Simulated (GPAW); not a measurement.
# Ni3 Cu4 Ni3 001: parallel and opposed starts

Aim: find out whether Ni3 Cu4 Ni3 001 carries moments, and which collinear order costs least.

Main program and level: GPAW 26.7.0; PBE; plane waves with GPAW's PAW setups, scalar-relativistic.

### Step 1. Starting point

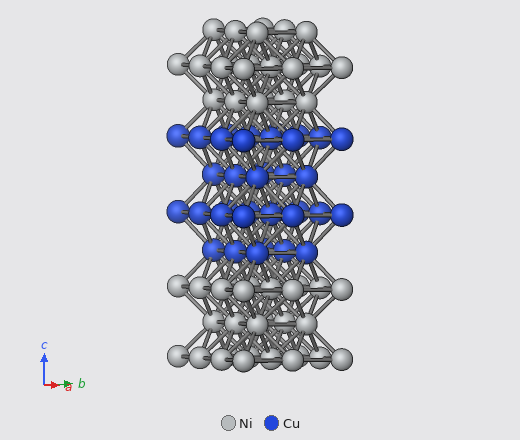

The starting structure, seen from the side, with the c axis up (nickel light grey, copper blue). 3×2×1 cells are drawn. Some periodic images of atoms are drawn too.

The cell holds 10 atoms: 6 Ni and 4 Cu. Cell: a = 2.556 Å, b = 2.556 Å, c = 27.564 Å, α = 90.0°, β = 90.0°, γ = 90.0°. ideal sites on the substrate's mesh, layer spacings from atomic volumes, unrelaxed, 12 A of vacuum. Vacuum lies along c.

### Step 2. Run 1 (ferro ++++++)

Parallel moments need no larger cell; this start tests for a ferromagnetic state only.

order1.py reads:

```python
import json
import numpy as np
from ase import Atoms
from ase.parallel import paropen, parprint
from gpaw import GPAW

atoms = Atoms(['Ni', 'Ni', 'Ni', 'Cu', 'Cu', 'Cu', 'Cu', 'Ni', 'Ni', 'Ni'],
    cell=[[2.556191, 0.0, 0.0],
         [0.0, 2.556191, 0.0],
         [0.0, 0.0, 27.56447]],
    scaled_positions=[[0.0, 0.0, 0.217672],
         [0.5, 0.5, 0.27819],
         [0.0, 0.0, 0.338709],
         [0.5, 0.5, 0.401726],
         [0.0, 0.0, 0.467242],
         [0.5, 0.5, 0.532758],
         [0.0, 0.0, 0.598274],
         [0.5, 0.5, 0.661291],
         [0.0, 0.0, 0.72181],
         [0.5, 0.5, 0.782328]],
    pbc=True,
    magmoms=[0.8, 0.8, 0.8, 0.0, 0.0, 0.0, 0.0, 0.8, 0.8, 0.8])
atoms.calc = GPAW(mode={'name': 'pw', 'ecut': 450},
    xc='PBE',
    kpts={'size': (20, 20, 1), 'gamma': True},
    occupations={'name': 'fermi-dirac', 'width': 0.05},
    convergence={'density': 1e-05, 'energy': 1e-05},
    maxiter=200,
    mixer={'name': 'pulay', 'beta': 0.03, 'nmaxold': 8, 'weight': 100},
    symmetry={'tolerance': 1e-4},
    txt='order1.txt')
e = atoms.get_potential_energy(force_consistent=True)
res = {'free_energy': e, 'energy_sigma0': atoms.get_potential_energy(), 'fermi_energy': atoms.calc.get_fermi_level()}
res['moments'] = atoms.get_magnetic_moments().tolist()
res['total'] = atoms.get_magnetic_moment()
parprint('site moments (muB):', np.round(res['moments'], 3))
parprint(f"total moment: {res['total']:.3f} muB")
parprint(f'free energy: {e:.6f} eV')
atoms.calc.write('order1.gpw')
with paropen('results.json', 'w') as f:
    json.dump(res, f)
```

The run is started by

```console
$ OMP_NUM_THREADS=1 mpirun -n 4 gpaw python order1.py > order1.log
```

Numbers of over 12 decimals in the logs are rounded to 6 here.

The log of the run:

```text
site moments (muB): [ 0.789  0.673  0.495 -0.004 -0.005 -0.005 -0.004  0.495  0.673  0.789]
total moment: 3.656 muB
free energy: -56.234268 eV

--- order1.txt ---
Input parameters:
  mode=PW(ecut=450),
  convergence={'density': 1e-05, 'energy': 1e-05},
  kpts=MonkhorstPack(size=(20, 20, 1), gamma=True),
  maxiter=200,
  mixer=Pulay(name='pulay', nmaxold=8, beta=0.03, weight=100, sigma=0.015, g_ss=None),
  occupations=Occupations(name='fermi-dirac', width=0.05),
  symmetry=Symmetry(tolerance=0.0001),
  xc=XC(name='PBE')

Diagonalizing LCAO Hamiltonian
Converting LCAO to pw mode
   .-----.
  /|     |
 * |     |
 | |     |
 | |     |
 | |     |
 | |     |
 | |     |
 | | Ni  |
 | |     |
 | |     |
 Ni|     |
 | |     |
 | | Ni  |
 | |     |
 | |     |
 Cu|     |
 | | Cu  |
 | |     |
 | |     |
 Cu|     |
 | | Cu  |
 | |     |
 | |     |
 Ni|     |
 | |     |
 | | Ni  |
 | |     |
 | |     |
 Ni|     |
 | |     |
 | |     |
 | |     |
 | |     |
 | .-----.
 |/     /
 *-----*

Atoms  # Å, Bohr magnetons
|   | symbol |        x |        y |         z |    initial magnetic moments |
|---|--------|----------|----------|-----------|-----------------------------|
| 0 |     Ni | 0.000000 | 0.000000 |  6.000013 | ( 0.0000,  0.0000,  0.8000) |
| 1 |     Ni | 1.278096 | 1.278096 |  7.668160 | ( 0.0000,  0.0000,  0.8000) |
| 2 |     Ni | 0.000000 | 0.000000 |  9.336334 | ( 0.0000,  0.0000,  0.8000) |
| 3 |     Cu | 1.278096 | 1.278096 | 11.073364 | ( 0.0000,  0.0000,  0.0000) |
| 4 |     Cu | 0.000000 | 0.000000 | 12.879278 | ( 0.0000,  0.0000,  0.0000) |
| 5 |     Cu | 1.278096 | 1.278096 | 14.685192 | ( 0.0000,  0.0000,  0.0000) |
| 6 |     Cu | 0.000000 | 0.000000 | 16.491106 | ( 0.0000,  0.0000,  0.0000) |
| 7 |     Ni | 1.278096 | 1.278096 | 18.228136 | ( 0.0000,  0.0000,  0.8000) |
| 8 |     Ni | 0.000000 | 0.000000 | 19.896310 | ( 0.0000,  0.0000,  0.8000) |
| 9 |     Ni | 1.278096 | 1.278096 | 21.564457 | ( 0.0000,  0.0000,  0.8000) |

Unit cell  # Å
| periodic |        x |        y |         z |   lengths |    angles |
|----------|----------|----------|-----------|-----------|-----------|
|      yes | 2.556191 | 0.000000 |  0.000000 |  2.556191 | 90.000000 |
|      yes | 0.000000 | 2.556191 |  0.000000 |  2.556191 | 90.000000 |
|      yes | 0.000000 | 0.000000 | 27.564470 | 27.564470 | 90.000000 |

Number of symmetries: 8

BZ-sampling:
  Number of BZ points: 400
  Number of IBZ points: 66

  Monkhorst-Pack size: [20, 20, 1]
  Monkhorst-Pack shift: [0.025, 0.025, 0.0]

K-points  # in reciprocal-cell coordinates
|     |                                coordinates |     weight |
|-----|--------------------------------------------|------------|
|   0 | ( -0.00000000,  -0.00000000,   0.00000000) | 0.00250000 |
|   1 | (  0.05000000,  -0.00000000,   0.00000000) | 0.01000000 |
|   2 | (  0.05000000,   0.05000000,   0.00000000) | 0.01000000 |
|   3 | (  0.10000000,  -0.00000000,   0.00000000) | 0.01000000 |
|   4 | (  0.10000000,   0.05000000,   0.00000000) | 0.02000000 |
|   5 | (  0.10000000,   0.10000000,   0.00000000) | 0.01000000 |
|   6 | (  0.15000000,  -0.00000000,   0.00000000) | 0.01000000 |
|   7 | (  0.15000000,   0.05000000,   0.00000000) | 0.02000000 |
|   8 | (  0.15000000,   0.10000000,   0.00000000) | 0.02000000 |
|   9 | (  0.15000000,   0.15000000,   0.00000000) | 0.01000000 |
| ... |                                            |            |
|  65 | (  0.50000000,   0.50000000,   0.00000000) | 0.00250000 |

Plane wave coefficients: 3950
Cutoff: 450.000000 eV

Spin-components: 2 (collinear spins)
Bands:           91
Projectors:      60
Spin-degeneracy: 1
Datatype:        complex128

Parallelization:
  kpt:    4
  domain: 1
  band:   1

Density:
  Valence electrons: 140.0
  Components: 2
  Grid points: [ 14  14 135]
  Charge: 0.0  # |e|

Potential:
  Grid points: [ 14  14 135]

species:
  Ni:
    name:    Nickel
    Z:       28.0
    valence: 16
    core:    12
    charge:  0.0  # [|e|]
    compensation charges:
      type: gauss
      rc: 0.36  # [Å]
      lmax: 2
    cutoffs:
      filter: 2.14  # [Å]
      core: 1.98  # [Å]
    projectors
    | kind |    occ | energy [eV] | rcut [Å] |
    |------|--------|-------------|----------|
    |   4s |  2.000 |      -5.642 |    1.164 |
    |   3p |  6.000 |     -71.394 |    1.207 |
    |   4p |  0.000 |      -1.226 |    1.207 |
    |   3d |  8.000 |      -8.875 |    1.138 |
    |    s |        |      21.570 |    1.164 |
    |    d |        |      18.337 |    1.138 |

    Using partial waves for Ni as LCAO basis

  Cu:
    name:    Copper
    Z:       29.0
    valence: 11
    core:    18
    charge:  0.0  # [|e|]
    compensation charges:
      type: gauss
      rc: 0.33  # [Å]
      lmax: 2
    cutoffs:
      filter: 2.06  # [Å]
      core: 2.43  # [Å]
    projectors
    | kind |    occ | energy [eV] | rcut [Å] |
    |------|--------|-------------|----------|
    |   4s |  1.000 |      -4.609 |    1.164 |
    |   4p |  0.000 |      -0.698 |    1.164 |
    |   3d | 10.000 |      -5.039 |    1.058 |
    |    s |        |      22.603 |    1.164 |
    |    p |        |      26.513 |    1.164 |
    |    d |        |      22.172 |    1.058 |

    Using partial waves for Cu as LCAO basis

Reference energy: -428293.798048  # eV

eigensolver:
  PPCG
  Converge bands: occupied
  niter=2

density mixing:
  Pulay-Mixer
  Linear mixing parameters: 0.03
  Old densities: 8
  Fourier metric: weight=100, sigma=0.015

occupation numbers:
  Fermi-Dirac:
    width: 0.0500  # eV

poisson solver:
  ecut: 3600.000000  # eV

xc functional:
  name: PBE with 2 nearest neighbor stencil

convergence criteria:
- Maximum integral of absolute [dens]ity change: 1e-05 electrons / valence electron
- Maximum [total energy] change in last 3 cyles: 1e-05 eV / valence electron
- Maximum integral of absolute [eigenst]ate change: 4e-08 eV^2 / valence electron
maximum number of iterations: 200

SCF iterations
|iter     |      energy | eigst |  dens |  magmom |
|---------|-------------|-------|-------|---------|
|iter:   1|       0s |  -85.956472 | +0.59 |       |  +4.8043|
|iter:   2|      25s | -127.297710 | +0.59 | -0.71 |  +4.6680|
|iter:   3|      51s |  -61.676650 | -0.41 | -0.66 |  +4.6449|
|iter:   4|      76s |  -58.780720 | -1.42 | -1.07 |  +4.6401|
|iter:   5|     101s |  -57.394124 | -1.78 | -1.21 |  +4.6046|
|iter:   6|     127s |  -57.193781 | -1.34 | -1.34 |  +4.5084|
|iter:   7|     153s |  -56.679072 | -2.23 | -1.25 |  +4.4978|
|iter:   8|     178s |  -56.310789 | -2.83 | -1.40 |  +4.4656|
|iter:   9|     203s |  -56.115805 | -2.12 | -1.51 |  +4.3637|
|iter:  10|     229s |  -56.076827 | -2.88 | -1.61 |  +4.3411|
[... 39 iterations left out ...]
|iter:  50|    1189s |  -56.193041c| -8.16c| -4.39 |  +3.6558|
|iter:  51|    1201s |  -56.193040c| -8.18c| -4.42 |  +3.6558|
|iter:  52|    1212s |  -56.193038c| -7.89c| -4.45 |  +3.6558|
|iter:  53|    1224s |  -56.193037c| -8.01c| -4.50 |  +3.6558|
|iter:  54|    1236s |  -56.193036c| -7.80c| -4.55 |  +3.6558|
|iter:  55|    1248s |  -56.193035c| -7.83c| -4.62 |  +3.6558|
|iter:  56|    1260s |  -56.193033c| -7.79c| -4.67 |  +3.6558|
|iter:  57|    1272s |  -56.193031c| -7.87c| -4.76 |  +3.6559|
|iter:  58|    1284s |  -56.193028c| -7.76c| -4.88 |  +3.6559|
|iter:  59|    1296s |  -56.193027c| -8.05c| -5.05c|  +3.6559|

Converged in 59 steps
Energy contributions relative to reference atoms: (reference = -428293.798048)

Energy contributions:
  Kinetic:         -14.984142
  Coulomb:          14.366237
  Zero:              1.222452
  External:          0.000000
  Xc:              -56.756333
  Entropy:          -0.082483
  Spinorbit:         0.000000
  ----------------------------
  Free energy:     -56.234268
  Extrapolated:    -56.193027

dipole moment: (-26.787926, -26.787926, 0.000021)  # |e|*Ang

Total magnetic moment: (0.000000, 0.000000, 3.655891)

Local magnetic moments
|        x |        y |         z |
|----------|----------|-----------|
| 0.000000 | 0.000000 |  0.788514 |  # Ni   0
| 0.000000 | 0.000000 |  0.673371 |  # Ni   1
| 0.000000 | 0.000000 |  0.495252 |  # Ni   2
| 0.000000 | 0.000000 | -0.004001 |  # Cu   3
| 0.000000 | 0.000000 | -0.004646 |  # Cu   4
| 0.000000 | 0.000000 | -0.004646 |  # Cu   5
| 0.000000 | 0.000000 | -0.004000 |  # Cu   6
| 0.000000 | 0.000000 |  0.495249 |  # Ni   7
| 0.000000 | 0.000000 |  0.673373 |  # Ni   8
| 0.000000 | 0.000000 |  0.788513 |  # Ni   9

Fermi level: 3.403
Eigenvalues  # (at kpt = [-0.000, -0.000, 0.000])
| band index |      eig [eV] | occ [0-1] |      eig [eV] | occ [0-1] |
|------------|---------------|-----------|---------------|-----------|
|          0 |       -60.724 |     1.000 |       -59.893 |     1.000 |
|        ... |               |           |               |           |
|         65 |         2.266 |     1.000 |         2.896 |     1.000 |
|         66 |         2.343 |     1.000 |         2.896 |     1.000 |
|         67 |         2.624 |     1.000 |         2.977 |     1.000 |
|         68 |         2.624 |     1.000 |         3.230 |     0.969 |
|         69 |         2.804 |     1.000 |         3.230 |     0.969 |
|         70 |         2.828 |     1.000 |         3.581 |     0.028 |
|         71 |         2.828 |     1.000 |         3.581 |     0.028 |
|         72 |         2.833 |     1.000 |         3.671 |     0.005 |
|         73 |         2.833 |     1.000 |         3.671 |     0.005 |
|         74 |         2.865 |     1.000 |         3.672 |     0.005 |
|         75 |         2.865 |     1.000 |         3.672 |     0.005 |
|         76 |         3.817 |     0.000 |         3.890 |     0.000 |
|         77 |         5.202 |     0.000 |         5.202 |     0.000 |
|         78 |         5.684 |     0.000 |         5.676 |     0.000 |
|         79 |         8.076 |     0.000 |         8.043 |     0.000 |
|         80 |         8.850 |     0.000 |         8.828 |     0.000 |
|        ... |               |           |               |           |
|         90 |        17.459 |     0.000 |        17.507 |     0.000 |

No gap
No difference between direct/indirect transitions
```

Wall time 22 min (4 MPI ranks of Arm Neoverse V1, shared host); peak memory 1.7 GiB; 89 min of CPU time.

Spin moment in the augmentation sphere by atom:

| atom | spin moment in the augmentation sphere (μB) |
| --- | --- |
| Ni1 | 0.789 |
| Ni2 | 0.673 |
| Ni3 | 0.495 |
| Cu4 | -0.004 |
| Cu5 | -0.005 |
| Cu6 | -0.005 |
| Cu7 | -0.004 |
| Ni8 | 0.495 |
| Ni9 | 0.673 |
| Ni10 | 0.789 |

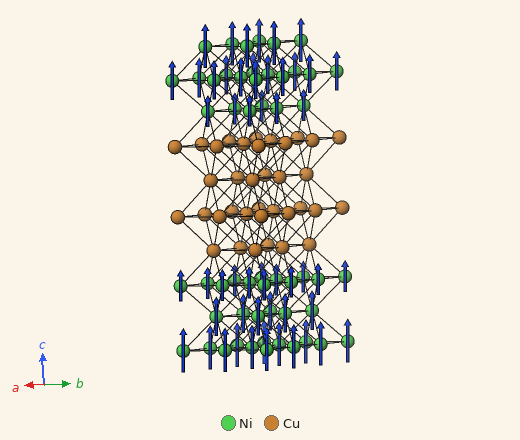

Spin moment in the augmentation sphere as arrows, the longest 0.789 μB. Up and down stand for the sign. Arrows give size and sign along the axis of quantisation, drawn up and down the page. 3×2×1 cells are drawn. Some periodic images of atoms are drawn too.

This step gave:

- magnetization: 3.656 μB
- final state: ferromagnetic

After 59 cycles the largest moment stands at 0.789 μB.

(Continued in part 2 of 2.)

[Logs and program files are shortened in this print: banners, set-up blocks, solver, clock and traceback lines can be left out without a mark of their own.]

[Logs are printed without paths, hosts, clocks, repeated set-up lines and the standing remarks that a program may print on its own settings, such as how far it seeks lower states.]

[Hosts, paths, dates, database ids (printed as entryN), source tags and the programs' standing remarks are cut or masked in the printed files.]

[Where a cell is said to come from a database of computed structures, the database is the Materials Project.]
